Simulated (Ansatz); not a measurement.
**GaH2OF (charge +1): geometry relaxation**

The run: geometry relaxation of GaH2OF, charge +1, multiplicity 2. Method and program: HF/STO-3G, UHF (Ansatz 0.2.0).

The starting geometry was optimised with HF/STO-3G. Figures and captions count atoms from 1; the log counts them from 0 in places.

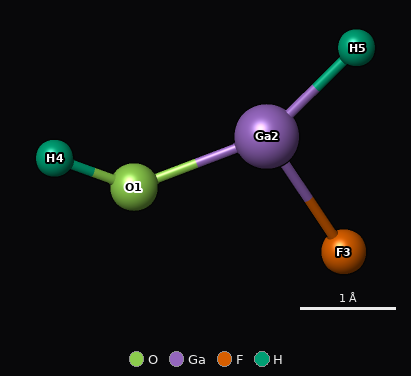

**Figure 1.** The starting structure (ball-and-stick view, seen at a tilt; atoms are numbered from 1 in the order of the input). Sticks mark near contacts. Bond lengths as drawn: F–Ga 1.69 Å, Ga–H 1.36 Å, Ga–O 1.50 Å and H–O 0.96 Å.

Results in brief:

- outcome: converged
- total energy: −2073.808767 hartree
- basis functions: 30
- largest force: 0.008 eV/Å
- ⟨S²⟩: 0.752
- SCF solution under orbital rotations: stable
- hardware: 1 thread of Arm Neoverse V1, 24 GiB of memory available, shared host
- wall time: 11 s
- peak memory: 0.1 GiB

Input:
```yaml
crystal:
  periodic: [false, false, false]
  atoms:
    - symbol: O
      position_ang: [-0.918846, -0.513140, -0.213195]
    - symbol: Ga
      position_ang: [0.398267, 0.105605, 0.131729]
    - symbol: F
      position_ang: [0.353686, 1.534447, -0.775003]
    - symbol: H
      position_ang: [-1.377506, -1.321233, 0.032572]
    - symbol: H
      position_ang: [1.594399, 0.120621, 0.782598]
basis:
  gaussian: {orbitals: STO-3G}
relax: {}
hamiltonian: {xc: hf}
magnetization: {spin_polarized: true, initial_magnetization: 1}
total_charge: 1
```

Command:
```bash
ansatz run run.yaml --threads 1 --pin off --max-ram 3480MiB --events-out events.jsonl --progress --plain --runs-dir runs
```

What the program printed:
```
The last accepted step is kept in runs//last_step.txt (removed where the run ends without a failure and the disk answers)
Functional definition: HF
  name "HF"
  exchange = exact_x
  correlation = 0
365 factors; integrals over basis functions are off by at most 2.2e-5 eV
mean field evaluation 1: about -56419.4358 eV, gradient 3.9e1 eV
mean field evaluation 2: about -56419.4889 eV, gradient 3.9e1 eV
mean field evaluation 4: about -56429.4439 eV, gradient 4.0e0 eV
mean field evaluation 8: about -56429.9575 eV, gradient 4.6e-1 eV
mean field evaluation 16: about -56430.0434 eV, gradient 2.2e-1 eV
mean field evaluation 32: about -56429.9562 eV, gradient 3.1e-1 eV
mean field evaluation 64: about -56429.8587 eV, gradient 5.4e-1 eV
mean field evaluation 96: about -56429.7516 eV, gradient 7.2e-1 eV
mean field evaluation 128: about -56427.6799 eV, gradient 1.6e0 eV
mean field evaluation 160: about -56429.7756 eV, gradient 5.0e-1 eV
mean field -56430.09152562 eV, -2073.7676138766 hartree, gradient 4.6e-6 eV, S^2 0.758334; 3 other end points of the search recorded, 0 dependent functions left out
the calculation of the forces begins
reference -56430.09152562 eV, -2073.7676138766 hartree; 25, 24 occupied and 5, 6 virtual orbitals, 365 factors
relax step   1: F+E_penalty+E_count = -56430.09152562 eV  Δ(F+E_penalty+E_count) = +0.000e0 eV  max|allowed force component| = 5.792e0 eV/Å  Δτ_max = 0.0000 Å  (296 SCF iters, accepted)
these checks for a lower state are left out or cut short: starts, cluster_reference, orbital_swaps, neighbouring_geometries, increment
365 factors; integrals over basis functions are off by at most 3.1e-5 eV
mean field evaluation 192: about -56430.7596 eV, gradient 2.2e-6 eV
mean field -56430.75956048 eV, -2073.7921637050 hartree, gradient 2.2e-6 eV, S^2 0.753685; 0 other end points of the search recorded, 0 dependent functions left out
the calculation of the forces begins
reference -56430.75956048 eV, -2073.7921637050 hartree; 25, 24 occupied and 5, 6 virtual orbitals, 365 factors
relax step   2: F+E_penalty+E_count = -56430.75956048 eV  Δ(F+E_penalty+E_count) = -6.680e-1 eV  max|allowed force component| = 3.154e0 eV/Å  Δτ_max = 0.0886 Å  (71 SCF iters, accepted)
these checks for a lower state are left out or cut short: starts, cluster_reference, orbital_swaps, neighbouring_geometries, increment
365 factors; integrals over basis functions are off by at most 4.5e-5 eV
mean field -56431.01412136 eV, -2073.8015186449 hartree, gradient 5.1e-6 eV, S^2 0.751003; 0 other end points of the search recorded, 0 dependent functions left out
the calculation of the forces begins
reference -56431.01412136 eV, -2073.8015186449 hartree; 25, 24 occupied and 5, 6 virtual orbitals, 365 factors
relax step   3: F+E_penalty+E_count = -56431.01412136 eV  Δ(F+E_penalty+E_count) = -2.546e-1 eV  max|allowed force component| = 1.183e0 eV/Å  Δτ_max = 0.1153 Å  (80 SCF iters, accepted)
these checks for a lower state are left out or cut short: starts, cluster_reference, orbital_swaps, neighbouring_geometries, increment
365 factors; integrals over basis functions are off by at most 4.2e-5 eV
mean field -56431.09339651 eV, -2073.8044319527 hartree, gradient 1.5e-5 eV, S^2 0.751286; 0 other end points of the search recorded, 0 dependent functions left out
the calculation of the forces begins
reference -56431.09339651 eV, -2073.8044319527 hartree; 25, 24 occupied and 5, 6 virtual orbitals, 365 factors
relax step   4: F+E_penalty+E_count = -56431.09339651 eV  Δ(F+E_penalty+E_count) = -7.928e-2 eV  max|allowed force component| = 9.397e-1 eV/Å  Δτ_max = 0.1288 Å  (77 SCF iters, accepted)
these checks for a lower state are left out or cut short: starts, cluster_reference, orbital_swaps, neighbouring_geometries, increment
365 factors; integrals over basis functions are off by at most 3.9e-5 eV
mean field -56431.17704421 eV, -2073.8075059493 hartree, gradient 2.0e-5 eV, S^2 0.751424; 0 other end points of the search recorded, 0 dependent functions left out
the calculation of the forces begins
reference -56431.17704421 eV, -2073.8075059493 hartree; 25, 24 occupied and 5, 6 virtual orbitals, 365 factors
relax step   5: F+E_penalty+E_count = -56431.17704421 eV  Δ(F+E_penalty+E_count) = -8.365e-2 eV  max|allowed force component| = 6.217e-1 eV/Å  Δτ_max = 0.1143 Å  (75 SCF iters, accepted)
these checks for a lower state are left out or cut short: starts, cluster_reference, orbital_swaps, neighbouring_geometries, increment
365 factors; integrals over basis functions are off by at most 3.7e-5 eV
mean field evaluation 224: about -56431.1191 eV, gradient 7.9e-2 eV
mean field -56431.18848881 eV, -2073.8079265303 hartree, gradient 1.1e-5 eV, S^2 0.751513; 0 other end points of the search recorded, 0 dependent functions left out
the calculation of the forces begins
reference -56431.18848881 eV, -2073.8079265303 hartree; 25, 24 occupied and 5, 6 virtual orbitals, 365 factors
relax step   6: F+E_penalty+E_count = -56431.18848881 eV  Δ(F+E_penalty+E_count) = -1.144e-2 eV  max|allowed force component| = 8.797e-1 eV/Å  Δτ_max = 0.0567 Å  (69 SCF iters, accepted)
these checks for a lower state are left out or cut short: starts, cluster_reference, orbital_swaps, neighbouring_geometries, increment
365 factors; integrals over basis functions are off by at most 3.6e-5 eV
mean field -56431.19764986 eV, -2073.8082631928 hartree, gradient 1.5e-5 eV, S^2 0.751566; 0 other end points of the search recorded, 0 dependent functions left out
the calculation of the forces begins
reference -56431.19764986 eV, -2073.8082631928 hartree; 25, 24 occupied and 5, 6 virtual orbitals, 365 factors
relax step   7: F+E_penalty+E_count = -56431.19764986 eV  Δ(F+E_penalty+E_count) = -9.161e-3 eV  max|allowed force component| = 3.488e-1 eV/Å  Δτ_max = 0.0083 Å  (58 SCF iters, accepted)
these checks for a lower state are left out or cut short: starts, cluster_reference, orbital_swaps, neighbouring_geometries, increment
365 factors; integrals over basis functions are off by at most 3.6e-5 eV
mean field -56431.20620542 eV, -2073.8085776038 hartree, gradient 2.0e-5 eV, S^2 0.751575; 0 other end points of the search recorded, 0 dependent functions left out
the calculation of the forces begins
reference -56431.20620542 eV, -2073.8085776038 hartree; 25, 24 occupied and 5, 6 virtual orbitals, 365 factors
relax step   8: F+E_penalty+E_count = -56431.20620542 eV  Δ(F+E_penalty+E_count) = -8.556e-3 eV  max|allowed force component| = 1.663e-1 eV/Å  Δτ_max = 0.0450 Å  (65 SCF iters, accepted)
these checks for a lower state are left out or cut short: starts, cluster_reference, orbital_swaps, neighbouring_geometries, increment
365 factors; integrals over basis functions are off by at most 3.6e-5 eV
mean field -56431.18758093 eV, -2073.8078931663 hartree, gradient 1.6e-5 eV, S^2 0.751966; 0 other end points of the search recorded, 0 dependent functions left out
the calculation of the forces begins
reference -56431.18758093 eV, -2073.8078931663 hartree; 25, 24 occupied and 5, 6 virtual orbitals, 365 factors
relax step   9: F+E_penalty+E_count = -56431.18758093 eV  Δ(F+E_penalty+E_count) = +1.862e-2 eV  max|allowed force component| = 1.576e0 eV/Å  Δτ_max = 0.1251 Å  (64 SCF iters, rejected (line search))
these checks for a lower state are left out or cut short: starts, cluster_reference, orbital_swaps, neighbouring_geometries, increment
365 factors; integrals over basis functions are off by at most 3.6e-5 eV
mean field evaluation 256: about -56431.1412 eV, gradient 1.2e-1 eV
mean field -56431.21090040 eV, -2073.8087501412 hartree, gradient 1.3e-5 eV, S^2 0.751658; 0 other end points of the search recorded, 0 dependent functions left out
the calculation of the forces begins
reference -56431.21090040 eV, -2073.8087501412 hartree; 25, 24 occupied and 5, 6 virtual orbitals, 365 factors
relax step  10: F+E_penalty+E_count = -56431.21090040 eV  Δ(F+E_penalty+E_count) = -4.695e-3 eV  max|allowed force component| = 6.915e-2 eV/Å  Δτ_max = 0.0625 Å  (62 SCF iters, accepted)
these checks for a lower state are left out or cut short: starts, cluster_reference, orbital_swaps, neighbouring_geometries, increment
365 factors; integrals over basis functions are off by at most 3.7e-5 eV
mean field -56431.21136399 eV, -2073.8087671778 hartree, gradient 7.0e-6 eV, S^2 0.751686; 0 other end points of the search recorded, 0 dependent functions left out
the calculation of the forces begins
reference -56431.21136399 eV, -2073.8087671778 hartree; 25, 24 occupied and 5, 6 virtual orbitals, 365 factors
relax step  11: F+E_penalty+E_count = -56431.21136399 eV  Δ(F+E_penalty+E_count) = -4.636e-4 eV  max|allowed force component| = 5.880e-3 eV/Å  Δτ_max = 0.0156 Å  (59 SCF iters, accepted)
365 factors; integrals over basis functions are off by at most 3.7e-5 eV
mean field evaluation 288: about -56429.5240 eV, gradient 1.4e1 eV
mean field evaluation 320: about -56431.0572 eV, gradient 3.4e-1 eV
mean field evaluation 352: about -56430.9525 eV, gradient 7.7e-1 eV
mean field evaluation 384: about -56430.5848 eV, gradient 3.1e0 eV
mean field evaluation 416: about -56431.2114 eV, gradient 2.8e-3 eV
```

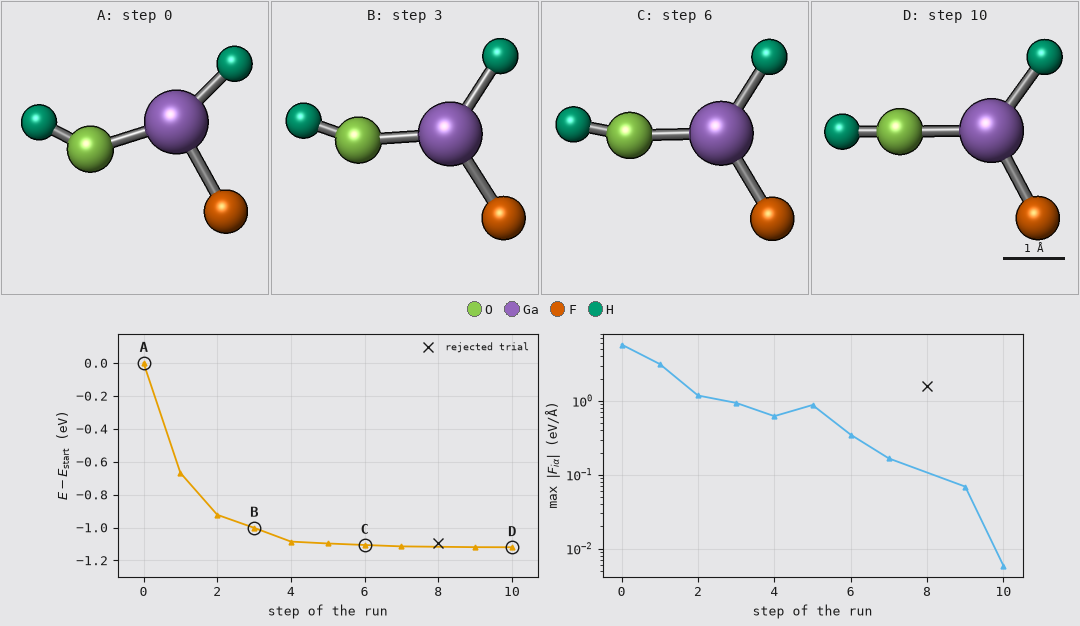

**Figure 2.** Frames of the relaxation (ball-and-stick view, seen at a tilt) above the curves, on which the letters mark them (the first geometry is step 0 here and step 1 in the log).

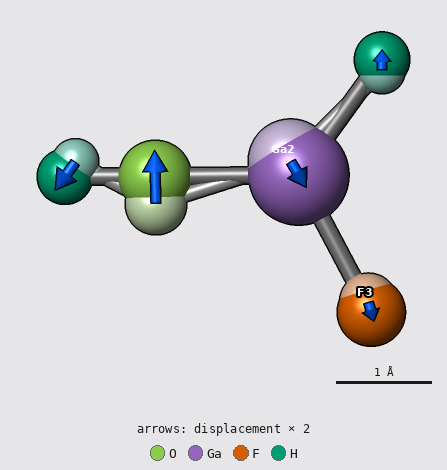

**Figure 3.** Start (faint) and end (solid) with the displacements as blue arrows, magnified 2 times (ball-and-stick view, seen at a tilt). The two geometries are laid on each other by the best rigid fit. The atom that moves furthest after the best rigid fit is O1 (0.29 Å). By element the largest moves are O 0.29 Å, H 0.19 Å, Ga 0.17 Å, F 0.11 Å. Distances before and after: Ga2–H5 1.362 → 1.500 Å, Ga2–F3 1.693 → 1.636 Å, O1–Ga2 1.496 → 1.521 Å. Among the angles that change: Ga2–O1–H4 135.2° → 179.4°, O1–Ga2–H5 152.7° → 126.7°, O1–Ga2–F3 101.7° → 117.4°. Over 10 geometry steps the energy falls by 1.120 eV. Largest force component: 5.8 eV/Å at the start, 0.0059 eV/Å at the end. The line search rejected the trial step at point 8 (counted from 0) and went back. (Atoms are counted from 1 in the order of the input.)

```
mean field -56431.21136399 eV, -2073.8087671778 hartree, gradient 6.4e-6 eV, S^2 0.751686; 4 other end points of the search recorded, 0 dependent functions left out
the calculation of the forces begins
reference -56431.21136399 eV, -2073.8087671778 hartree; 25, 24 occupied and 5, 6 virtual orbitals, 365 factors
Total energy: -56431.21136399 eV, -2073.8087671778 hartree
Atom 0 at    -0.789807    -0.697281    -0.029265 Å, force    -0.000013    -0.004168     0.002926 eV/Å
Atom 1 at     0.399208     0.247737     0.045464 Å, force     0.004749     0.005876    -0.001966 eV/Å
Atom 2 at     0.329398     1.617370    -0.846814 Å, force    -0.002228    -0.002920     0.000856 eV/Å
Atom 3 at    -1.533643    -1.298570    -0.069630 Å, force    -0.000504     0.002696    -0.001960 eV/Å
Atom 4 at     1.644844     0.057044     0.858946 Å, force    -0.002004    -0.001483     0.000144 eV/Å
Dipole moment:    -0.167497    -0.530730     0.237317 e Å
```

Trajectory as extended XYZ (Å, eV, eV/Å), 11 frames, from step=1 to step=11:
```
5
Properties=species:S:1:pos:R:3:forces:R:3 step=1 energy=-56430.09153
O    -0.9188   -0.5131   -0.2132   -3.6643  -3.8813   0.3739
Ga    0.3983    0.1056    0.1317    1.2940   5.7916  -2.8614
F     0.3537    1.5344   -0.7750    0.2581  -0.9175   0.7089
H    -1.3775   -1.3212    0.0326   -1.1028  -0.0983  -0.5479
H     1.5944    0.1206    0.7826    3.2148  -0.8944   2.3265
5
Properties=species:S:1:pos:R:3:forces:R:3 step=2 energy=-56430.75956
O    -0.9452   -0.5417   -0.2101   -1.1775  -2.1441   0.6739
Ga    0.3997    0.1538    0.1027    0.4949   3.1539  -1.6740
F     0.3485    1.5645   -0.7964    0.1846  -0.5560   0.4451
H    -1.4175   -1.3517    0.0293   -0.4435   0.2078  -0.3731
H     1.6646    0.1014    0.8332    0.9414  -0.6615   0.9280
5
Properties=species:S:1:pos:R:3:forces:R:3 step=3 energy=-56431.01412
O    -0.9489   -0.5786   -0.1894    1.1835   0.2260   0.5137
Ga    0.3976    0.2505    0.0419   -0.5707  -0.4949  -0.0094
F     0.3404    1.6352   -0.8445    0.1743   0.2122  -0.0348
H    -1.4177   -1.3884    0.0518   -0.0517   0.0752  -0.0750
H     1.6786    0.0076    0.8989   -0.7354  -0.0184  -0.3945
5
Properties=species:S:1:pos:R:3:forces:R:3 step=4 energy=-56431.09340
O    -0.8753   -0.6257   -0.1167    0.2992  -0.3926   0.1090
Ga    0.4167    0.2223   -0.0823   -0.3340   0.2168   0.9397
F     0.3796    1.6979   -0.8064    0.0320  -0.1524  -0.2654
H    -1.4472   -1.3853    0.0703    0.2971   0.5018  -0.2527
H     1.5761    0.0171    0.8938   -0.2943  -0.1736  -0.5307
5
Properties=species:S:1:pos:R:3:forces:R:3 step=5 energy=-56431.17704
O    -0.8507   -0.6369   -0.0922   -0.1134  -0.4152   0.1390
Ga    0.3721    0.2840    0.0030   -0.0739   0.1390  -0.0782
F     0.3972    1.7006   -0.8590   -0.0726  -0.3901   0.1931
H    -1.4359   -1.3979    0.0428    0.3598   0.6217  -0.1567
H     1.5672   -0.0235    0.8641   -0.0999   0.0446  -0.0974
5
Properties=species:S:1:pos:R:3:forces:R:3 step=6 energy=-56431.18849
O    -0.8297   -0.6613   -0.0708    0.8797   0.8549  -0.0522
Ga    0.3729    0.2688    0.0165    0.0309   0.2609  -0.1333
F     0.3829    1.6716   -0.8498   -0.0729  -0.2593   0.1191
H    -1.4580   -1.3584    0.0087   -0.8638  -0.8370   0.0425
H     1.5819    0.0055    0.8541    0.0261  -0.0195   0.0239
5
Properties=species:S:1:pos:R:3:forces:R:3 step=7 energy=-56431.19765
O    -0.8223   -0.6592   -0.0676    0.2055   0.1847  -0.0185
Ga    0.3755    0.2721    0.0147    0.1222   0.2747  -0.0808
F     0.3802    1.6719   -0.8516   -0.0474  -0.1957   0.0907
H    -1.4614   -1.3604    0.0077   -0.3488  -0.2739  -0.0168
H     1.5780    0.0018    0.8554    0.0685   0.0102   0.0255
5
Properties=species:S:1:pos:R:3:forces:R:3 step=8 energy=-56431.20621
O    -0.8103   -0.6744   -0.0542    0.1651   0.1299   0.0069
Ga    0.3839    0.2645    0.0256   -0.0168   0.0694  -0.0462
F     0.3661    1.6528   -0.8480   -0.0387  -0.0906   0.0333
H    -1.4921   -1.3419   -0.0196   -0.1663  -0.1069  -0.0248
H     1.6024    0.0251    0.8548    0.0568  -0.0018   0.0309
5
Properties=species:S:1:pos:R:3:forces:R:3 step=9 energy=-56431.18758 accepted=F
O    -0.7690   -0.7190   -0.0115   -1.5759  -1.0084  -0.1956
Ga    0.4032    0.2408    0.0541    0.2925   0.0486   0.1076
F     0.3247    1.5996   -0.8387   -0.0738   0.1341  -0.1205
H    -1.5693   -1.2804   -0.0964    1.3162   0.8688   0.1539
H     1.6604    0.0853    0.8513    0.0410  -0.0431   0.0547
5
Properties=species:S:1:pos:R:3:forces:R:3 step=10 energy=-56431.21090
O    -0.7940   -0.6900   -0.0363   -0.0059  -0.0458   0.0261
Ga    0.3985    0.2503    0.0432   -0.0691   0.0446  -0.0657
F     0.3341    1.6227   -0.8473    0.0136  -0.0194   0.0193
H    -1.5257   -1.3074   -0.0595    0.0120   0.0271  -0.0110
H     1.6371    0.0507    0.8585    0.0495  -0.0065   0.0313
5
Properties=species:S:1:pos:R:3:forces:R:3 step=11 energy=-56431.21136
O    -0.7898   -0.6973   -0.0293    0.0000  -0.0042   0.0029
Ga    0.3992    0.2477    0.0455    0.0047   0.0059  -0.0020
F     0.3294    1.6174   -0.8468   -0.0022  -0.0029   0.0009
H    -1.5336   -1.2986   -0.0696   -0.0005   0.0027  -0.0020
H     1.6448    0.0570    0.8589   -0.0020  -0.0015   0.0001
```

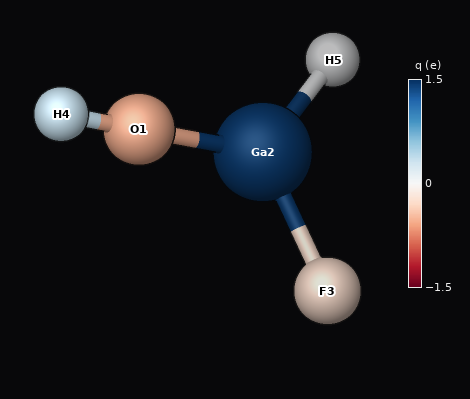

**Figure 4.** Mulliken charges, as the colour of each atom (ball-and-stick view, seen at a tilt; atoms are numbered from 1 in the order of the input; Mulliken charges depend strongly on the basis). By element: O −0.54, Ga +1.42, F −0.25 and H +0.02 to +0.35 e.
